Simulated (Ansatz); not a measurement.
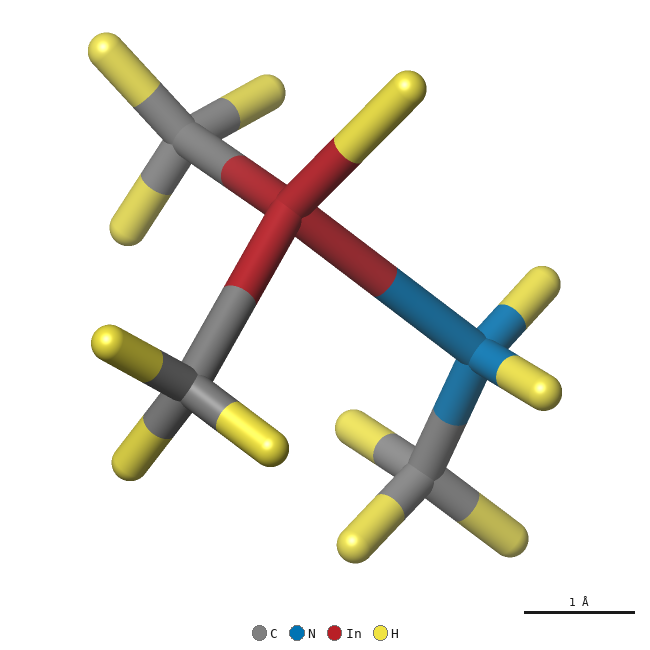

A stick model of a molecule. Every bond is drawn as one stick, whatever its order.

The computed structure is the end point of a PBE0-D4/def2-TZVP optimisation. No frequency run is at hand to confirm it as a minimum.

Count the atoms of each element.

C₃H₁₂InN, 17 atoms: 3 carbon, 12 hydrogen, 1 indium and 1 nitrogen.

Give a SMILES string for it.

C[NH2+][InH-]([CH3])[CH3]

More results for the same structure follow; atom numbers are the same in all pictures, views and colours differ.

Geometry

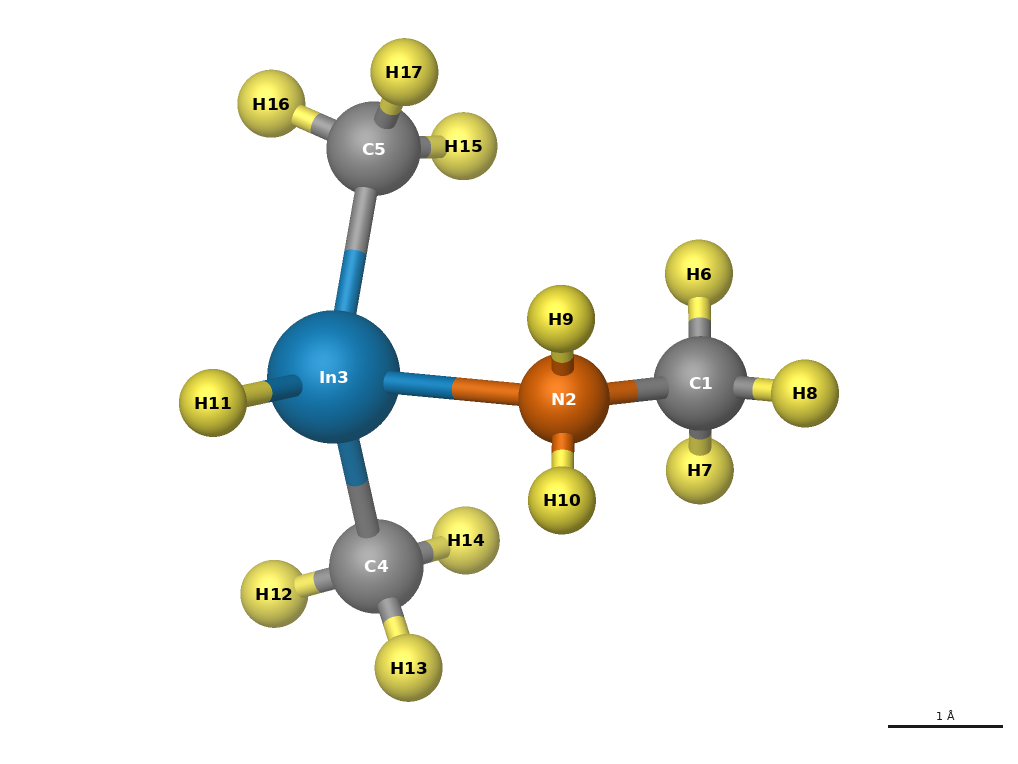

No frequency run is at hand to confirm it as a minimum.

Give these bond angles: N2–C1–H6, N2–C1–H8, C1–N2–In3, C1–N2–H9, In3–N2–H9, N2–In3–C4, N2–In3–H11, C4–In3–C5, C4–In3–H11, In3–C4–H14, In3–C4–H12, In3–C4–H13.

```csv
angle,degrees
N2–C1–H6,109.0
N2–C1–H8,113.2
C1–N2–In3,113.5
C1–N2–H9,110.8
In3–N2–H9,107.4
N2–In3–C4,96.6
N2–In3–H11,95.6
C4–In3–C5,118.7
C4–In3–H11,118.9
In3–C4–H14,111.6
In3–C4–H12,110.3
In3–C4–H13,111.3
```

Charges

The questions are on Mulliken charges. No frequency run is at hand to confirm it as a minimum. Properties computed with RKS ωB97M-V/def2-TZVPP, core potentials on In (Ansatz 0.2.0).

Which atom carries the highest charge (most positive or least negative)?

In3 (0.67 e).

And the lowest?

C4, C5 (−0.69 e).

Give the Mulliken charges atom by atom.

```json
{"atom": "C1", "value (e)": "−0.25"}
{"atom": "N2", "value (e)": "−0.29"}
{"atom": "In3", "value (e)": "0.67"}
{"atom": "C4", "value (e)": "−0.69"}
{"atom": "C5", "value (e)": "−0.69"}
{"atom": "H6", "value (e)": "0.14"}
{"atom": "H7", "value (e)": "0.14"}
{"atom": "H8", "value (e)": "0.13"}
{"atom": "H9", "value (e)": "0.15"}
{"atom": "H10", "value (e)": "0.15"}
{"atom": "H11", "value (e)": "−0.17"}
{"atom": "H12", "value (e)": "0.13"}
{"atom": "H13", "value (e)": "0.11"}
{"atom": "H14", "value (e)": "0.11"}
{"atom": "H15", "value (e)": "0.11"}
{"atom": "H16", "value (e)": "0.13"}
{"atom": "H17", "value (e)": "0.11"}
```

Dipole moment

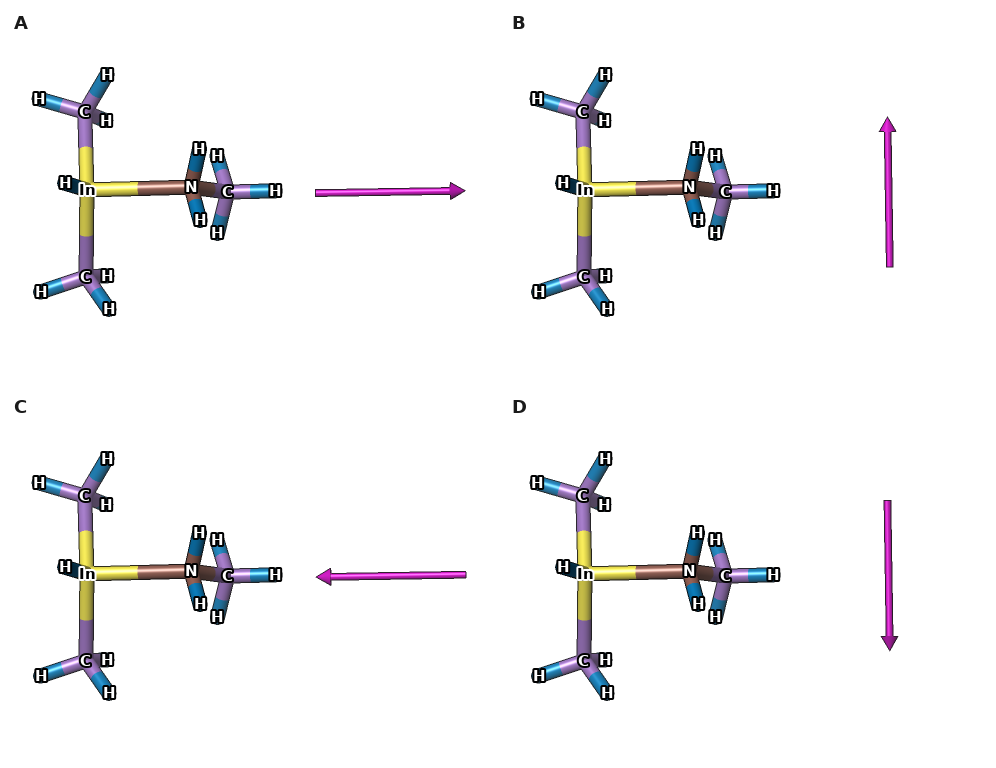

The same molecule four times, each with an arrow. No frequency run is at hand to confirm it as a minimum. Method: RKS r2SCAN-D4/def2-TZVPP, core potentials on In (Ansatz 0.2.0).

Which arrow points along the dipole moment, from the negative to the positive end?

A. The dipole moment is 4.37 D.

Levels of theory compared

No frequency run is at hand to confirm it as a minimum. Program: Ansatz 0.2.0.

Compare HOMO energy (eV) at these levels: B3LYP-D4/def2-TZVPP; CAM-B3LYP-D4/def2-TZVPP; PBE-D4/def2-TZVPP; PBE0-D4/def2-QZVPP; PBE0-D4/def2-TZVPP; SPW92 (LDA)/def2-TZVPP; r2SCAN-D4/def2-TZVPP; r2SCAN0-D4/def2-TZVPP; revPBE-D4/def2-TZVPP; ωB97M-V/def2-QZVPP; ωB97M-V/def2-SVP.

| level | HOMO energy (eV) |
| --- | --- |
| B3LYP-D4/def2-TZVPP | −6.32 |
| CAM-B3LYP-D4/def2-TZVPP | −7.85 |
| PBE-D4/def2-TZVPP | −5.39 |
| PBE0-D4/def2-QZVPP | −6.56 |
| PBE0-D4/def2-TZVPP | −6.54 |
| SPW92 (LDA)/def2-TZVPP | −5.57 |
| r2SCAN-D4/def2-TZVPP | −5.61 |
| r2SCAN0-D4/def2-TZVPP | −6.69 |
| revPBE-D4/def2-TZVPP | −5.32 |
| ωB97M-V/def2-QZVPP | −8.76 |
| ωB97M-V/def2-SVP | −8.66 |

Mulliken values depend strongly on the basis set and can even reverse the polarity of a bond.
